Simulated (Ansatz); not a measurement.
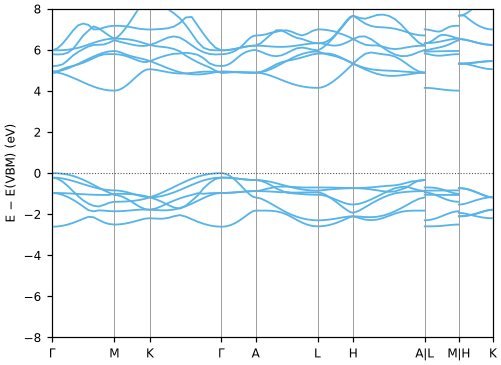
Figure. Band structure from plane-wave PAW r²SCAN+D4 (Ansatz code)

Problem. Read off the gap and where the band edges lie.

Solution. About 4.0 eV (4.02 eV by a search for the band edges); maximum at Γ, minimum at M.

The material is CaI₂ (CdI2 type, space group No. 164).

Space group P-3m1 (CdI2 type). The workflow started from a Materials Project entry (that database holds measured and hypothetical structures alike); the Crystallography Open Database files this formula in space group No. 164, but the cells were not matched. Whether it is the stable phase at ambient conditions was not checked. The cell was relaxed with r²SCAN+D4 under the symmetry of its start; whether a distortion lowers the energy is not shown. Scalar-relativistic: spin–orbit coupling is off unless named, which matters more the heavier the elements.

Potentials: the later of the program's two PAW sets.
